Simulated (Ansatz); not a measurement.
## Electronic structure of B₂H₇N in real space

```xyz
10

B     0.5894    0.7124   -0.3928
N    -0.7246    0.4026    0.3891
B    -0.0827   -0.9939    0.1208
H     1.0053   -0.5587   -0.5405
H     0.4100    1.0802   -1.5222
H     1.4509    1.2118    0.2792
H    -0.7613    0.7085    1.3577
H    -1.5981    0.6022   -0.0909
H     0.3762   -1.5162    1.1004
H    -0.6651   -1.6488   -0.7007
```

Geometry: PBE-D4/def2-TZVP.

The calculation used Ansatz 0.2.0, RKS PBE0-D4/def2-TZVP.

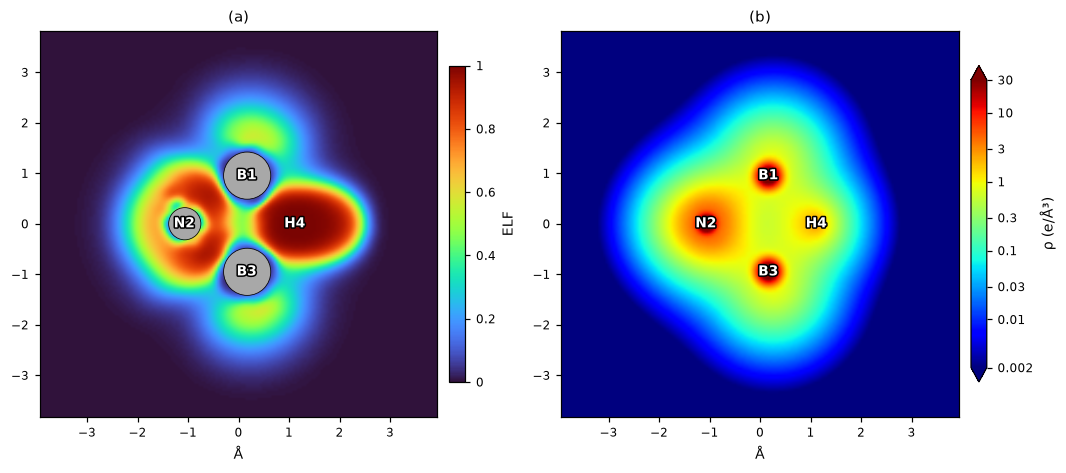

Figure 1. (a) ELF; (b) total electron density on the plane of atoms N2, B1 and H4. Grey discs cover the atomic cores in the ELF map.

Read the bonding off the picture.

- The plane passes through B, N and H nuclei.
- B–N (1.56 Å): ρ is about 1.4 e/Å³ halfway; the ELF peaks at about 0.90 between the atoms: a shared but strongly polarised pair.

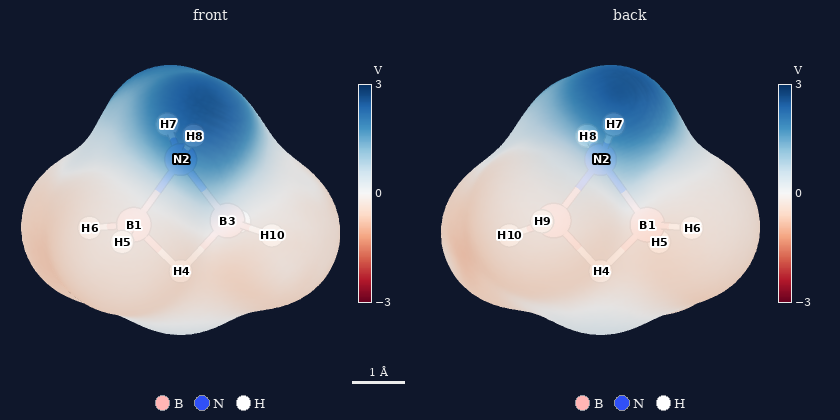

Figure 2. The electrostatic potential painted on the density surface at 0.002 e/bohr³, seen from the front and from behind; red is negative and blue positive.

Where is the surface potential most negative and most positive?

The most negative region (about −0.8 V) lies over H10, the most positive (about +2.6 V) over H7 and H8.
